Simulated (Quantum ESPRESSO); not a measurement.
# CrIrO4: parallel and opposed starts, part 2 of 2

Wanted: the moments of CrIrO4 and the energy of each order that was tried.

Quantum ESPRESSO 7.5; LDA; plane waves with GBRV 1.5 LDA potentials, no spin-orbit coupling.

So far, absolute magnetization (μB): step 2 (run 1, typed as ferro ++) 2.55.

## Step 3: Run 2 (ferri +−)

Contents of pw.py:

```python
from ase import Atoms
from ase.calculators.espresso import Espresso, EspressoProfile

atoms = Atoms(['Cr', 'Ir', 'O', 'O', 'O', 'O'],
    cell=[[3.15127602, -3.16799643, 0.0],
         [3.15127602, 3.16799643, 0.0],
         [0.0, 0.0, 3.06507497]],
    scaled_positions=[[0.0, 0.0, 0.5],
         [0.5, 0.5, 0.0],
         [0.80924638, 0.80924638, 0.0],
         [0.69826365, 0.30173635, 0.5],
         [0.19075362, 0.19075362, 0.0],
         [0.30173635, 0.69826365, 0.5]],
    pbc=True,
    magmoms=[3.0, -1.0, 0.0, 0.0, 0.0, 0.0])
input_data = {
    'control': {'calculation': 'scf', 'prefix': 'pwscf', 'outdir': './tmp', 'disk_io': 'nowf', 'tprnfor': True, 'tstress': True},
    'system': {'ecutwfc': 40.0, 'ecutrho': 280.0, 'nbnd': 38, 'occupations': 'smearing', 'smearing': 'fd', 'degauss': 0.00999582, 'nspin': 2},
    'electrons': {'conv_thr': 1.2e-08, 'electron_maxstep': 150, 'mixing_beta': 0.3},
}
atoms.calc = Espresso(
    profile=EspressoProfile(command='mpirun -n 2 pw.x -nk 2', pseudo_dir='pseudo'),
    pseudopotentials={'Cr': 'cr_lda_v1.5.uspp.F.UPF', 'Ir': 'ir_lda_v1.2.uspp.F.UPF', 'O': 'o_lda_v1.2.uspp.F.UPF'},
    input_data=input_data,
    kpts=(8, 8, 8),
    koffset=(0, 0, 0))
energy = atoms.get_potential_energy(force_consistent=True)
print(f'free energy: {energy:.6f} eV')
print('site moments (muB):', atoms.get_magnetic_moments().round(3))
```

Command:

```console
OMP_NUM_THREADS=1 python3 pw.py > pw.log
```

The program printed:

```text
[banner, memory and clock lines left out]
free energy: -6619.894940 eV
site moments (muB): [ 1.672 -0.163 -0.053 -0.042 -0.053 -0.042]

--- espresso.pwo ---
Program PWSCF v.7.5 starts

Warning: card &CELL ignored
Warning: card &FCP ignored
Warning: card &RISM ignored

     Message from routine setup:
     using ibrav=0 with symmetry is DISCOURAGED, use correct ibrav instead

     bravais-lattice index     =            0
     lattice parameter (alat)  =       8.4441  a.u.
     unit-cell volume          =     412.9893 (a.u.)^3
     number of atoms/cell      =            6
     number of atomic types    =            3
     number of electrons       =        53.00
     number of Kohn-Sham states=           38
     kinetic-energy cutoff     =      40.0000  Ry
     charge density cutoff     =     280.0000  Ry
     scf convergence threshold =      1.2E-08
     mixing beta               =       0.3000
     number of iterations used =            8  plain     mixing
     Exchange-correlation= SLA  PZ   NOGX NOGC
                           (   1   1   0   0   0   0   0)

     celldm(1)=   8.444083  celldm(2)=   0.000000  celldm(3)=   0.000000
     celldm(4)=   0.000000  celldm(5)=   0.000000  celldm(6)=   0.000000

     crystal axes: (cart. coord. in units of alat)
               a(1) = (   0.705233  -0.708975   0.000000 )
               a(2) = (   0.705233   0.708975   0.000000 )
               a(3) = (   0.000000   0.000000   0.685942 )

     reciprocal axes: (cart. coord. in units 2 pi/alat)
               b(1) = (  0.708985 -0.705243  0.000000 )
               b(2) = (  0.708985  0.705243 -0.000000 )
               b(3) = ( -0.000000  0.000000  1.457849 )

     PseudoPot. # 1 for Cr read from file:
     cr_lda_v1.5.uspp.F.UPF
     Pseudo is Ultrasoft + core correction, Zval = 14.0

     PseudoPot. # 2 for Ir read from file:
     ir_lda_v1.2.uspp.F.UPF
     Pseudo is Ultrasoft + core correction, Zval = 15.0

     PseudoPot. # 3 for O  read from file:
     o_lda_v1.2.uspp.F.UPF
     Pseudo is Ultrasoft + core correction, Zval =  6.0

     atomic species   valence    mass     pseudopotential
     Cr               14.00    51.99610     Cr( 1.00)
     Ir               15.00   192.21700     Ir( 1.00)
     O                 6.00    15.99900     O ( 1.00)

     Starting magnetic structure
     atomic species   magnetization
     Cr              0.214
     Ir             -0.067
     O               0.000

      8 Sym. Ops., with inversion, found

   Cartesian axes

     site n.     atom                  positions (alat units)
         1        Cr     tau(   1) = (   0.0000000   0.0000000   0.3429711  )
         2        Ir     tau(   2) = (   0.7052334   0.0000000   0.0000000  )
         3        O      tau(   3) = (   1.1414151  -0.0000000   0.0000000  )
         4        O      tau(   4) = (   0.7052334  -0.2811280   0.3429711  )
         5        O      tau(   5) = (   0.2690516   0.0000000   0.0000000  )
         6        O      tau(   6) = (   0.7052334   0.2811280   0.3429711  )

     number of k points=   105  Fermi-Dirac smearing, width (Ry)=  0.0100

     Number of k-points >= 100: set verbosity='high' to print them.

     Dense  grid:    32743 G-vectors     FFT dimensions: (  45,  45,  32)

     Smooth grid:    14105 G-vectors     FFT dimensions: (  36,  36,  24)

     Check: negative core charge=   -0.000004
     Generating pointlists ...
     new r_m :   0.1765 (alat units)  1.4903 (a.u.) for type    1
     new r_m :   0.1799 (alat units)  1.5193 (a.u.) for type    2
     new r_m :   0.1765 (alat units)  1.4903 (a.u.) for type    3

     Initial potential from superposition of free atoms

     starting charge      51.5000, renormalised to      53.0000

     negative rho (up, down):  1.696E-01 1.935E-01
     Starting wfcs are   38 randomized atomic wfcs

     Self-consistent Calculation

     iteration #  1     ecut=    40.00 Ry     beta= 0.30
     Davidson diagonalization with overlap
     ethr =  1.00E-02,  avg # of iterations =  5.6

     negative rho (up, down):  1.399E-01 1.573E-01

     total energy              =    -479.19338882 Ry
     estimated scf accuracy    <      19.05084973 Ry

     total magnetization       =     1.57 Bohr mag/cell
     absolute magnetization    =     1.72 Bohr mag/cell

     iteration #  2     ecut=    40.00 Ry     beta= 0.30
     Davidson diagonalization with overlap
     ethr =  1.00E-02,  avg # of iterations =  2.9

     negative rho (up, down):  1.504E-01 1.659E-01

     total energy              =    -486.29819856 Ry
     estimated scf accuracy    <      24.79841271 Ry

     total magnetization       =     0.07 Bohr mag/cell
     absolute magnetization    =     0.22 Bohr mag/cell

     [... further iterations left out ...]

     iteration # 18     ecut=    40.00 Ry     beta= 0.30
     Davidson diagonalization with overlap
     ethr =  1.45E-10,  avg # of iterations =  2.0

     negative rho (up, down):  1.481E-01 1.587E-01

     total energy              =    -486.55334639 Ry
     estimated scf accuracy    <       0.00000003 Ry

     total magnetization       =     1.62 Bohr mag/cell
     absolute magnetization    =     2.55 Bohr mag/cell

     iteration # 19     ecut=    40.00 Ry     beta= 0.30
     Davidson diagonalization with overlap
     ethr =  5.00E-11,  avg # of iterations =  1.0

     negative rho (up, down):  1.481E-01 1.587E-01

     Magnetic moment per site  (integrated on atomic sphere of radius R)
     atom   1 (R=0.176)  charge= 10.6365  magn=  1.6715
     atom   2 (R=0.180)  charge=  9.4760  magn= -0.1627
     atom   3 (R=0.176)  charge=  5.2636  magn= -0.0526
     atom   4 (R=0.176)  charge=  5.2718  magn= -0.0418
     atom   5 (R=0.176)  charge=  5.2636  magn= -0.0526
     atom   6 (R=0.176)  charge=  5.2718  magn= -0.0418

     End of self-consistent calculation

     Number of k-points >= 100: set verbosity='high' to print the bands.

     the Fermi energy is    11.9577 ev

!    total energy              =    -486.55334639 Ry
     estimated scf accuracy    <          4.0E-09 Ry
     smearing contrib. (-TS)   =      -0.01049377 Ry
     internal energy E=F+TS    =    -486.54285262 Ry

     The total energy is F=E-TS. E is the sum of the following terms:
     one-electron contribution =    -153.07093310 Ry
     hartree contribution      =     107.68914306 Ry
     xc contribution           =    -100.85331139 Ry
     ewald contribution        =    -340.30775119 Ry

     total magnetization       =     1.62 Bohr mag/cell
     absolute magnetization    =     2.55 Bohr mag/cell

     convergence has been achieved in  19 iterations

     negative rho (up, down):  1.481E-01 1.587E-01

     Forces acting on atoms (cartesian axes, Ry/au):

     atom    1 type  1   force =     0.00000000    0.00000000    0.00000000
     atom    2 type  2   force =     0.00000000    0.00000000    0.00000000
     atom    3 type  3   force =     0.01417963   -0.00000000    0.00000000
     atom    4 type  3   force =    -0.00000000   -0.00127363    0.00000000
     atom    5 type  3   force =    -0.01417963    0.00000000    0.00000000
     atom    6 type  3   force =    -0.00000000    0.00127363    0.00000000

     Total force =     0.020134     Total SCF correction =     0.000047

     Computing stress (Cartesian axis) and pressure

     negative rho (up, down):  1.481E-01 1.587E-01
          total   stress  (Ry/bohr**3)                   (kbar)     P=     -125.69
  -0.00069114   0.00000000   0.00000000         -101.67        0.00        0.00
  -0.00000000  -0.00081957   0.00000000           -0.00     -120.56        0.00
   0.00000000   0.00000000  -0.00105250            0.00        0.00     -154.83
```

Run time: 79 s. Hardware: 2 MPI ranks of AMD EPYC 9R45, shared host; peak memory 0.61 GiB.

Spin moment in the atom's sphere by atom:

| atom | spin moment in the atom's sphere (μB) |
| --- | --- |
| Cr1 | 1.67 |
| Ir2 | -0.16 |
| O3 | -0.05 |
| O4 | -0.04 |
| O5 | -0.05 |
| O6 | -0.04 |

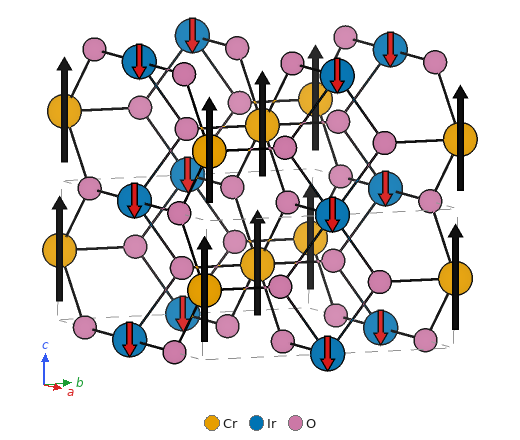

Spin moment in the atom's sphere as arrows, the longest 1.67 μB. Up and down stand for the sign. Arrows give size and sign along the axis of quantisation, drawn up and down the page. Each arrow also spans its atom, so small moments look longer than they are. The two directions have two colours. 1×1×2 conventional cells are drawn. Some periodic images of atoms are drawn too.

Read from the output:

| Quantity | Value |
| --- | --- |
| smearing term TS | 0.1428 eV |
| pressure | -12.57 GPa |
| magnetization | 1.624 μB |
| absolute magnetization | 2.548 μB |
| final state | ferrimagnetic |

## Step 4: Run 3 (no spin polarisation)

Changes to pw.py since step 3:

```diff
@@ -13,7 +13,6 @@
          [0.30173635, 0.69826365, 0.5]],
-    pbc=True,
-    magmoms=[3.0, -1.0, 0.0, 0.0, 0.0, 0.0])
+    pbc=True)
 input_data = {
     'control': {'calculation': 'scf', 'prefix': 'pwscf', 'outdir': './tmp', 'disk_io': 'nowf', 'tprnfor': True, 'tstress': True},
-    'system': {'ecutwfc': 40.0, 'ecutrho': 280.0, 'nbnd': 38, 'occupations': 'smearing', 'smearing': 'fd', 'degauss': 0.00999582, 'nspin': 2},
+    'system': {'ecutwfc': 40.0, 'ecutrho': 280.0, 'nbnd': 37, 'occupations': 'smearing', 'smearing': 'fd', 'degauss': 0.00999582},
     'electrons': {'conv_thr': 1.2e-08, 'electron_maxstep': 150, 'mixing_beta': 0.3},
@@ -28,2 +27 @@
 print(f'free energy: {energy:.6f} eV')
-print('site moments (muB):', atoms.get_magnetic_moments().round(3))
```

Command:

```console
OMP_NUM_THREADS=1 python3 pw.py > pw.log
```

The program printed:

```text
     [... lines left out ...]
free energy: -6619.543889 eV
--- espresso.pwo ---
Program PWSCF v.7.5 starts
     [... lines left out ...]
     number of atoms/cell      =            6
     [... lines left out ...]
     number of electrons       =        53.00
     number of Kohn-Sham states=           37
     kinetic-energy cutoff     =      40.0000  Ry
     charge density cutoff     =     280.0000  Ry
     scf convergence threshold =      1.2E-08
     [... lines left out ...]
      8 Sym. Ops., with inversion, found
     [... lines left out ...]
     number of k points=   105  Fermi-Dirac smearing, width (Ry)=  0.0100
     [... lines left out ...]
     iteration # 16     ecut=    40.00 Ry     beta= 0.30
     [... lines left out ...]
     the Fermi energy is    12.0197 ev
!    total energy              =    -486.52754461 Ry
     estimated scf accuracy    <          1.7E-09 Ry
     smearing contrib. (-TS)   =      -0.02207143 Ry
     [... lines left out ...]
     convergence has been achieved in  16 iterations
     [... lines left out ...]
     Total force =     0.044355     Total SCF correction =     0.000130
     [... lines left out ...]
          total   stress  (Ry/bohr**3)                   (kbar)     P=     -148.59
     [... lines left out ...]
```

The job ended after 36 s (2 MPI ranks; peak memory 0.44 GiB; 71 s of CPU time).

This step gave:

* smearing term TS: 0.3003 eV
* pressure: -14.86 GPa
* final state: non-magnetic (no spin polarisation)

## Step 5: The states side by side

An order is kept where moments of 0.15 μB or more survive with the typed signs; meshes match where a doubled cell samples the same k points as the first cell.

Ferrimagnetic means that a moment over 0.15 μB on a transition or rare-earth metal, induced ones included, opposes the net moment. Orders:

| start | final state | typed order kept | energy over the lowest (meV a seeded atom) | largest site moment (μB) | net moment (μB a cell of the first run) | mesh matched | CPU time (s) |
| --- | --- | --- | --- | --- | --- | --- | --- |
| ferro ++ | ferrimagnetic | no | 0 | 1.671 | 1.623 | yes | 162.2 |
| ferri +- | ferrimagnetic | yes | 0 | 1.671 | 1.624 | yes | 156.5 |
| no spin polarisation | non-magnetic | - | 175.5 | 0 | 0 | yes | 71.33 |

## Step 6: Outcome

| Item | Value |
| --- | --- |
| lowest state found | ferrimagnetic (from ferro ++ and ferri +-) |
| largest site moment | 1.67 μB |
| state without moments | 176 meV a seeded atom higher |

What this shows: 1 start left the typed signs, so such an energy belongs to the state reached, not the one typed. Only these 3 starts were compared; other wavevectors, canted and longer-period orders were not. Energies are free energies at an electronic temperature of 1580 K, which lowers moments and differences where the moments are itinerant. No Hubbard term acts here. In such compounds local and semilocal functionals without one often delocalise the d electrons, and can shrink or lose moments and miss the size, sign and order of the couplings. The smearing term is large for its width, so states at the Fermi level are partly filled: at this level the cell is a metal or has a gap of a few widths at most.

[Logs and program files are shortened in this print: banners, set-up blocks, solver, clock and traceback lines can be left out without a mark of their own.]

[Logs are printed without paths, hosts, clocks, repeated set-up lines and the standing remarks that a program may print on its own settings, such as how far it seeks lower states.]

[Hosts, paths, dates, database ids (printed as entryN), source tags and the programs' standing remarks are cut or masked in the printed files.]

[Where a cell is said to come from a database of computed structures, the database is the Materials Project.]
